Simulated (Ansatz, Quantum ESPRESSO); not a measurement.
# CdF2 (Fm-3m): third-order response, part 3 of 3

Which lines does CdF2 (Fm-3m) show in Raman and infrared spectra?

Quantum ESPRESSO 8.0 development, patched; DFT LDA, scalar-relativistic, plane waves, PseudoDojo norm-conserving pseudopotentials.

So far. Step 6 (Modes with the sum rule): The rule moves no optical mode by more than 0.1 cm⁻¹. Step 8 (The LO-TO splitting (1 0 0)): The field moves one mode, from 238 to 391 cm⁻¹; the others stay.

## Step 9: The same in Ansatz

A second program on the same cell, potentials, cutoff and meshes tests the implementation of the phonon response, not its convergence. Its field response is summed in its own way. Its k mesh is centred on Γ.

This step: DFT LDA, scalar-relativistic, plane waves, PseudoDojo norm-conserving pseudopotentials (Ansatz 0.2.0).

File input.yaml:

```yaml
crystal:
  lattice:
    - [-2.648991864, 0.0, 2.648991864]
    - [0.0, 2.648991864, 2.648991864]
    - [-2.648991864, 2.648991864, 0.0]
  atoms:
    - { symbol: Cd, position: [0.0, 0.0, 0.0] }
    - { symbol: F, position: [0.75, 0.75, 0.75] }
    - { symbol: F, position: [0.25, 0.25, 0.25] }
kpoints:
  mp_grid: { grid: [8, 8, 8] }
hamiltonian:
  xc: lda
  pseudopotentials: { kind: nc, accuracy: standard }
scf:
  occupations: { method: fixed }
output:
  eigenvalues: true
basis:
  ecutwfc: 1387.781
phonons:
  method: dfpt
  dielectric: true
  rigid_motions: translations
  raman: true
```

Started as:

```sh
$ ansatz run input.yaml --threads 4 --pin off --max-ram 8192MiB --backend cpu --events-out ev --progress --plain --runs-dir out
```

Output:

```text
Engine: ansatz 0.2.0, aarch64-unknown-linux-gnu
Pseudopotentials: kind: nc
Pseudopotential: Cd, nc, valence charge 20, recommended cutoff 1387.780699 eV (normal), Cd.nc.azcp (PseudoDojo's, or run here from an input of PseudoDojo's; its table is named by hamiltonian.pseudopotentials.accuracy)
Pseudopotential: F, nc, valence charge 7, recommended cutoff 1142.878222 eV (normal), F.nc.azcp (PseudoDojo's, or run here from an input of PseudoDojo's; its table is named by hamiltonian.pseudopotentials.accuracy)
Functional definition: SPW92
  exchange = slater_x
  correlation = pw_c
Crystal: 3 atoms, lattice volume = 37.177 Å³
Basis set: ecut = 1387.781 eV, 4285 PW (Γ), exchange–correlation on 96×96×96 points (8 copies of the dense FFT grid, shifted against one another)
Bands: 21, of which v1, the nominal top of the filled ones, is band 17 counted from 1 (16 counted from 0)
Symmetry: 48 space group operations
k-points: 95 of 512 (irreducible under 4 space group operations, time reversal used)
Non-local potential: Cd, projectors of the file, l = 0: 2, l = 1: 2, l = 2: 2
Non-local potential: F, projectors of the file, l = 0: 2, l = 1: 2, l = 2: 1
Initial density: superposition of atomic densities (chi_scale 0.1, normalization cell, long waves kept (reshape's long-wave potential 0.00 eV rms))
Initial wavefunctions: pseudopotential atomic-orbital guess
Functional: x = slater, c = lda
SCF iter   1: F=—  HF=-6115.256609 eV  |F-HF|=—  |Δ(HF+E_count)|=         —  Δρ=2.41e-1  dr2=1.76e1  ethr=3.10e-3  ⟨swp⟩=5.7  Hψ=9468  notcnv=0  defer=185
preconditioner: auto → none  [insulator: Δε(μ)=0.483 eV  Ē_g=17.387 eV  n_scr=14 (ndim 8)  ℏωp=31.1 eV  f_vac=0.088  ε∞_Penn≈4.2]
SCF iter   2: F=—  HF=-6110.367581 eV  |F-HF|=—  |Δ(HF+E_count)|=    4.89e0  Δρ=1.30e-1  dr2=3.68e0  ethr=3.10e-3  ⟨swp⟩=4.5  Hψ=6073  notcnv=0  defer=186
SCF iter   3: F=—  HF=-6109.229911 eV  |F-HF|=—  |Δ(HF+E_count)|=    1.14e0  Δρ=2.08e-2  dr2=5.88e-2  ethr=3.10e-3  ⟨swp⟩=3.0  Hψ=4370  notcnv=0  defer=186
SCF iter   4: F=—  HF=-6109.202504 eV  |F-HF|=—  |Δ(HF+E_count)|=   2.74e-2  Δρ=6.96e-3  dr2=4.50e-3  ethr=1.73e-4  ⟨swp⟩=2.3  Hψ=3443  notcnv=0  defer=188
SCF iter   5: F=—  HF=-6109.200899 eV  |F-HF|=—  |Δ(HF+E_count)|=   1.60e-3  Δρ=9.30e-4  dr2=1.46e-4  ethr=1.32e-5  ⟨swp⟩=3.0  Hψ=3910  notcnv=0  defer=189
SCF iter   6: F=—  HF=-6109.200832 eV  |F-HF|=—  |Δ(HF+E_count)|=   6.76e-5  Δρ=3.88e-4  dr2=2.19e-5  ethr=4.30e-7  ⟨swp⟩=2.2  Hψ=3617  notcnv=0  defer=174
SCF iter   7: F=—  HF=-6109.200848 eV  |F-HF|=—  |Δ(HF+E_count)|=   1.62e-5  Δρ=8.26e-5  dr2=4.65e-7  ethr=6.45e-8  ⟨swp⟩=2.0  Hψ=3126  notcnv=0  defer=88
SCF iter   8: F=—  HF=-6109.200642 eV  |F-HF|=—  |Δ(HF+E_count)|=   2.06e-4  Δρ=1.97e-5  dr2=5.62e-8  ethr=1.37e-9  ⟨swp⟩=2.0  Hψ=3609  notcnv=0  defer=5
SCF iter   9: F=-6109.200642 eV  HF=-6109.200642 eV  |F-HF|=2.55e-11  |Δ(HF+E_count)|=   1.96e-8  Δρ=1.07e-6  dr2=5.85e-11  ethr=1.00e-12  ⟨swp⟩=9.9  Hψ=17009  notcnv=0
SCF 1 converged in 9 iterations: F = -6109.200642 eV  dr2 = 5.85e-11
DFPT response loops at Γ: preconditioner auto → none (the input reference at scf.mixing.eps_inf says where Resta's filter doesn't serve); β = 0.50; Broyden in place of MSR1
── the response to a field inside a basis, on 8×8×8 k-points: an SCF that follows is theirs, and a resumed run solves both again ──
Bands: 18, of which v1, the nominal top of the filled ones, is band 17 counted from 1 (16 counted from 0)
k-points: 60 of 512 (irreducible under 12 space group operations)
Initial density: handed on by an earlier stage of this run
Initial wavefunctions: pseudopotential atomic-orbital guess (no wavefunctions were taken with the density)
Eigensolver: Dense (60 Hₖ)
SCF iter   1: F=—  HF=-6109.191699 eV  |F-HF|=—  |Δ(HF+E_count)|=         —  Δρ=2.24e-4  dr2=1.41e-6  ethr=1.00e-1
preconditioner: auto → none  [insulator: Δε(μ)=3.190 eV  Ē_g=12.521 eV  n_scr=14 (ndim 8)  ℏωp=31.1 eV  f_vac=0.124  ε∞_Penn≈7.2]
SCF iter   2: F=—  HF=-6109.191701 eV  |F-HF|=—  |Δ(HF+E_count)|=   2.28e-6  Δρ=1.12e-4  dr2=3.49e-7  ethr=4.16e-9
SCF iter   3: F=—  HF=-6109.191702 eV  |F-HF|=—  |Δ(HF+E_count)|=   8.03e-7  Δρ=1.76e-5  dr2=6.96e-8  ethr=1.03e-9
SCF iter   4: F=—  HF=-6109.191702 eV  |F-HF|=—  |Δ(HF+E_count)|=   2.00e-8  Δρ=1.67e-6  dr2=2.93e-10  ethr=2.05e-10
SCF iter   5: F=-6109.191702 eV  HF=-6109.191702 eV  |F-HF|=9.09e-12  |Δ(HF+E_count)|=  9.09e-12  Δρ=6.32e-7  dr2=3.37e-11  ethr=1.00e-12
SCF 1 converged in 5 iterations: F = -6109.191702 eV  dr2 = 3.37e-11
DFPT response loops at Γ: mixed as the last ones told, above
DFPT response loops at Γ: mixed as the last ones told, above
DFPT response loops at Γ: mixed as the last ones told, above
SCF converged after 9 iterations
Free energy (F): -6109.200642 eV
Harris-Foulkes:  -6109.200642 eV  (|F-HF|=2.55e-11)
Internal energy: -6109.200642 eV  (E = F + TS)
E sigma→0 (E₀):  -6109.200642 eV
Fermi energy:    6.905834 eV
--- Per-component energies (eV) ---
  E_band       = -463.391808
  E_kinetic    = 2557.236404
  E_local      = -5557.684000  (includes V_loc(G=0)·N_el)
  E_nonlocal   = -45.877997
  E_hartree    = 1745.641222
  E_xc         = -950.199487
  E_vxc        = -908.348757  (∫ρ·V_xc dr)
  E_ewald      = -3858.316784
  E_smearing   = -0.000000  (= −TS)
  E_closure    = 0.000000  (closes the sum)
  Σ components = -6109.200642   (vs F -6109.200642, Δ=0.00e0)
--- Band table (eV; the first three rows and the last of 95) ---
  k-point 0: bands = [... 13 lower, 5.7526, 6.5061, 6.5061, 6.5061, 9.9092, 19.4666, 19.4666, 19.4666]
  k-point 1: bands = [... 13 lower, 5.6600, 6.3518, 6.4967, 6.4967, 10.5210, 18.7378, 19.7220, 19.7220]
  k-point 2: bands = [... 13 lower, 5.3702, 5.7452, 6.5097, 6.5097, 11.8839, 17.5569, 20.3869, 20.3869]
  k-point 94: bands = [... 13 lower, 3.7626, 6.2639, 6.8087, 6.8087, 15.0610, 16.5672, 18.4984, 21.2882]
--- Phonons (Γ-DFPT): 2 representative perturbations + reference, on 95 of 512 k-points (Σ response iterations 7) ---
  k mesh reduced under 4 symmetry operations, with k and −k counted as one. Each operation leaves every solved perturbation unchanged. A smaller set is not considered because the run solves the response to a homogeneous field
  ASR residual: 2.917e-3 → 0.000e0 eV/Å²; symmetrization residual: 5.621e-6 eV/Å²
  ASR residual per site (eV/Å²): 2.92e-3 1.05e-3 1.05e-3
  Γ frequencies (cm⁻¹): 0.00 0.00 0.00 238.17 238.17 238.17 318.78 318.78 318.78
  ε∞ (high-frequency dielectric tensor):
        2.918074    -0.000000    -0.000000
        0.000000     2.918074     0.000000
        0.000000     0.000000     2.918074
  ε⁰ (static dielectric tensor: ions relaxed, cell fixed):
        7.859588    -0.000000    -0.000000
       -0.000000     7.859588     0.000000
       -0.000000     0.000000     7.859588
  ε⁰ − ε∞ (ionic part):
        4.941514    -0.000000    -0.000000
       -0.000000     4.941514     0.000000
       -0.000000     0.000000     4.941514
  softest optical mode at Γ: 238.17 cm⁻¹; the repairs (sum rule, projections) moved no ω² at Γ by more than (3.97 cm⁻¹)²
  Born effective charges Z* (e; rows j = field, columns β = displacement):
    site 0:
         2.45242   -0.00000   -0.00000
         0.00000    2.45242    0.00000
        -0.00000    0.00000    2.45242
    site 1:
        -1.22621    0.00000    0.00000
        -0.00000   -1.22621   -0.00000
         0.00000    0.00000   -1.22621
    site 2:
        -1.22621    0.00000    0.00000
        -0.00000   -1.22621   -0.00000
         0.00000    0.00000   -1.22621
  Z* charge neutrality: 2.071e-4 e pre-enforcement
  k-mesh period / interband length: 30.0 Å / 1.35 Å = 22.22 at k = (0.0000, 0.0000, 0.0000), direct gap 3.403 eV — 14 or more, which is no proof of convergence
  Raman tensors (in the event stream and the table raman_tensors.tsv): an entry may err by 4.4e-4 Å², one of the second-order susceptibility by 3.6e-20 pm/V (basis, points and sum rule); their sum over the sites missed zero by 2.220e-16 Å² ahead of its enforcement
  optical modes at Γ without the LO–TO term, one row a degenerate level:
      ω (cm⁻¹)  modes    IR ((D/Å)²/amu)  static Raman (Å⁴/amu)  depolarisation
        238.17      3            14.6583                 0.0000               —
        318.78      3             0.0000                 5.2342           0.750
  optical modes at Γ + LO–TO along q̂ = [1.0000, 0.0000, 0.0000]:
      ω (cm⁻¹)  modes    IR ((D/Å)²/amu)  static Raman (Å⁴/amu)  depolarisation
        238.17      2             9.7722                 0.0000               —
        318.78      3             0.0000                 5.2342           0.750
        390.88      1             4.8861                 0.0000               —
  optical modes at Γ + LO–TO along q̂ = [0.0000, 1.0000, 0.0000]:
      ω (cm⁻¹)  modes    IR ((D/Å)²/amu)  static Raman (Å⁴/amu)  depolarisation
        238.17      2             9.7722                 0.0000               —
        318.78      3             0.0000                 5.2342           0.750
        390.88      1             4.8861                 0.0000               —
  optical modes at Γ + LO–TO along q̂ = [0.0000, 0.0000, 1.0000]:
      ω (cm⁻¹)  modes    IR ((D/Å)²/amu)  static Raman (Å⁴/amu)  depolarisation
        238.17      2             9.7722                 0.0000               —
        318.78      3             0.0000                 5.2342           0.750
        390.88      1             4.8861                 0.0000               —
```

It took 3.7 min on 4 threads of Arm Neoverse V1, shared host; peak memory 1.7 GiB; 15 min of CPU time.

This step gave:

- sum-rule residual before enforcement: 0.002917 eV/Å²
- miss of the charge sum rule: 2.07e-4 e
- highest optical zone-centre mode (no LO-TO term): 318.8 cm⁻¹
- mean high-frequency dielectric constant: 2.918
- largest Born charge in size (third of the trace): 2.452 e
- mean static dielectric constant: 7.860

Transverse modes. Infrared lines, with heights relative to the strongest:

```
position (cm⁻¹)  label  IR intensity ((D/Å)²/amu), degenerate modes summed, relative
            238    T1u                                                           100
            319    T2g                                                           0.0
```

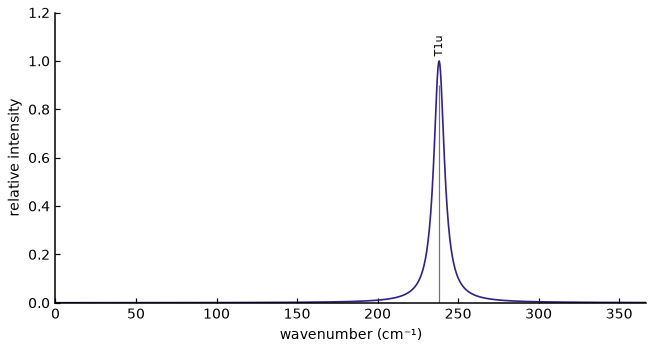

The infrared spectrum, broadened with Lorentzians of width 8 cm⁻¹; bars mark the lines.

Activity x (w_L - w)^4 (n + 1)/w, 532 nm, 300 K. Lines of the Raman spectrum (strongest = 100):

```
position (cm⁻¹)  label  Stokes intensity, strongest 100
            238    T1u                              0.0
            319    T2g                              100
```

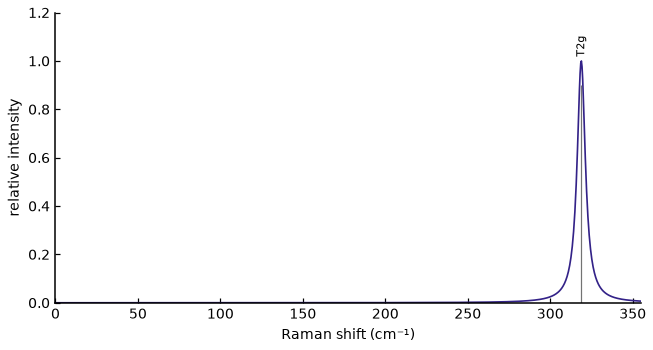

The Raman spectrum, broadened with Lorentzians of width 6 cm⁻¹; bars mark the lines.

## Step 10: The two compared: QE PseudoDojo and Ansatz, PseudoDojo

Worked out from the results:

```
root-mean-square difference : 0.05 cm⁻¹
largest difference          : 0.05 cm⁻¹
```

Frequencies side by side, by row:

```
q (reciprocal lattice)  mode  QE PseudoDojo (cm⁻¹)  Ansatz, PseudoDojo (cm⁻¹)
                 0 0 0     1                     0                          0
                 0 0 0     2                     0                          0
                 0 0 0     3                     0                          0
                 0 0 0     4                 238.2                      238.2
                 0 0 0     5                 238.2                      238.2
                 0 0 0     6                 238.2                      238.2
                 0 0 0     7                 318.7                      318.8
                 0 0 0     8                 318.7                      318.8
                 0 0 0     9                 318.7                      318.8
```

The two runs side by side. Further quantities:

```
                                                                               quantity  QE PseudoDojo  Ansatz, PseudoDojo
                                                                                mean ε∞          2.919               2.918
largest Born charge in size (e; the first before, the second after the charge sum rule)          2.453               2.452
                                                       summed IR intensity ((D/Å)²/amu)          14.66               14.66
                                                         summed Raman activity (Å⁴/amu)            5.2                5.23
```

At the zone centre the largest difference (acoustic modes at Γ apart) is 0.02 % of the highest mode.

## Step 11: Summary of results

| Quantity | Value |
| --- | --- |
| space group after relaxation | Fm-3m |
| volume per atom | 12.4 Å³ |
| gap on the k-mesh | 3.00 eV |
| highest optical zone-centre mode (no LO-TO term) | 318.7 cm⁻¹ |
| lowest optical zone-centre mode | 238.2 cm⁻¹ |
| highest mode moved by the LO-TO term | 390.9 cm⁻¹ |
| mean high-frequency dielectric constant | 2.92 |
| largest Born charge in size (third of the trace) | 2.45 e |
| mean static dielectric constant | 7.86 |
| imaginary optical modes at the zone centre (no q mesh in this session) | none |
| largest difference from Ansatz, PseudoDojo | 0.05 cm⁻¹ |

In words: The largest Raman activity of CdF2 (Fm-3m) lies at 319 cm⁻¹ and the strongest infrared line at 238 cm⁻¹ (transverse modes). At the LDA level the optical modes of CdF2 (Fm-3m) at the zone centre (no LO-TO term) run from 238 to 319 cm⁻¹. Along the directions run, the highest mode that the macroscopic field moves lies at 391 cm⁻¹. Lattice motion raises the mean dielectric constant from 2.919 to 7.859. The Born charge of Cd is 2.453 e against a formal charge of +2, somewhat above it. Of the 6 optical modes, 3 are infrared active alone and 3 are Raman active alone; inversion symmetry keeps the two sets apart. QE PseudoDojo and Ansatz, PseudoDojo agree to 0.05 cm⁻¹ (0.02 % of the highest mode compared) on all solved modes but the acoustic ones at Γ, without the LO-TO term. These are harmonic frequencies at zero temperature: anharmonic shifts and linewidths and thermal expansion are left out. The build is a development version in which the Raman tensors of release 7.5 are mended; dynmat.x leaves out the electro-optic term of LO lines.

[Host names and launcher messages were left out of these logs when they were recorded.]

[Logs are printed without paths, hosts, clocks, repeated set-up lines and the standing remarks that a program may print on its own settings, such as how far it seeks lower states.]

[Hosts, paths, dates, database ids (printed as entryN), source tags and the programs' standing remarks are cut or masked in the printed files.]
